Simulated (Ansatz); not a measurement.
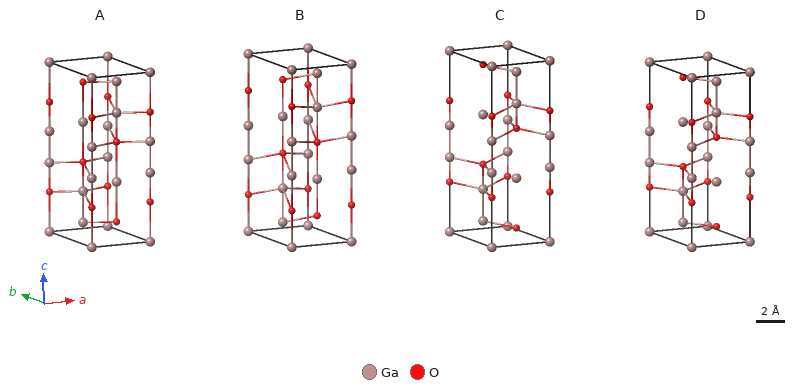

4 geometries from one relaxation of solid Ga$_{3}$O$_{2}$ (a generated structure, set up in R-3m) (coarse preliminary run), in shuffled order. A ball-and-stick model of the conventional cell (3 times the calculation's cell), seen from a free direction. Lengths and directions refer to the drawn axes.

Computed with DFT PBE, scalar-relativistic, plane waves, PAW in Ansatz. Settings: plane-wave cutoff 420 eV; k-point mesh 6 × 6 × 6; occupations gaussian; smearing width 0.1 eV; collinear spin; cell and atoms relaxed; force threshold 0.04 eV/Å; at most 70 steps.

**Put them in the order of the run, from the start to the converged end.**

B, A, D, C. They are steps 0, 2, 4, 8, at +604 meV per atom, +250 meV per atom, +24.9 meV per atom relative to the last. The largest moves relative to the cell, 0.98 Å, are those of O atoms. By element the largest moves are O 0.98 Å, Ga 0.11 Å. The drawn cell changes as follows: a = b 4.515 → 4.384 Å (−2.9 %), c 13.941 → 14.216 Å (+2.0 %); the volume changes by −3.9 %. Some distances before and after: Ga–O 2.884 → 3.916 Å, Ga–O 2.752 → 1.943 Å, Ga–Ga 2.668 → 2.497 Å, Ga–O 2.719 → 2.549 Å. The space group stays R-3m (No. 166). After 7 accepted moves (8 points after the start) the energy has fallen by 604 meV per atom. The largest force component goes from 1.2 to 0.023 eV/Å. The pressure goes from −7.61 to −0.11 GPa. At 1 point the geometry stayed and the basis and grid were re-selected for the new cell (energy shift of 1.0 meV per atom at most each time). The program noted that the starting moments weren't kept.
